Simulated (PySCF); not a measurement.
C2H3Cl, SMILES `ClC=C`.

Method: B3LYP/def2-SVPD; geometry: GFN2-xTB; program: PySCF. No frequency check shows the geometry to be a minimum. GFN2-xTB bond lengths at metals and heavier atoms can be off by up to 0.1 Å and shapes distorted, which carries into these values.

Coordinates in Å:

```
Cl1     -1.0499    0.1002    0.0000
C2       0.5613   -0.5034    0.0000
C3       1.6200    0.2808    0.0000
H4       0.6106   -1.5813    0.0000
H5       2.6100   -0.1397    0.0000
H6       1.5396    1.3536    0.0000
```

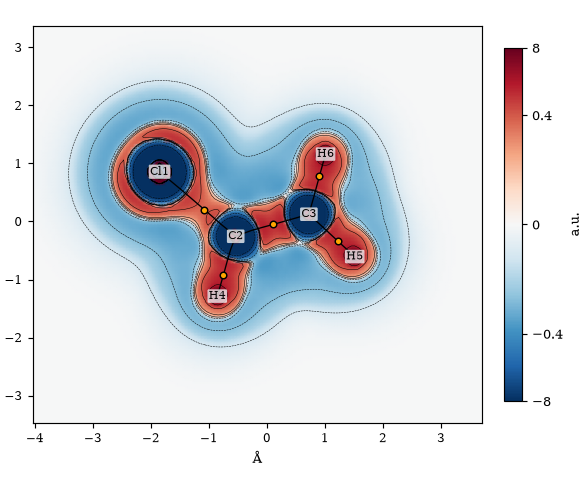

Negative Laplacian of the density (−∇²ρ) in the molecular plane (red positive, blue negative, colour scale in a.u., logarithmic beyond ±0.04), with bond paths and bond critical points (dots).

Q: At which bond critical points in this plane is charge locally concentrated, and at which depleted?

A: Concentrated (∇²ρ < 0): C2–C3 (−0.97 a.u.); C2–H4 (−1.15 a.u.); C3–H6 (−1.11 a.u.); C3–H5 (−1.10 a.u.); Cl1–C2 (−0.31 a.u.). At none is it depleted.

Q: Where along C2–H4 does the critical point lie?

A: 0.70 Å from C2 and 0.38 Å from H4.
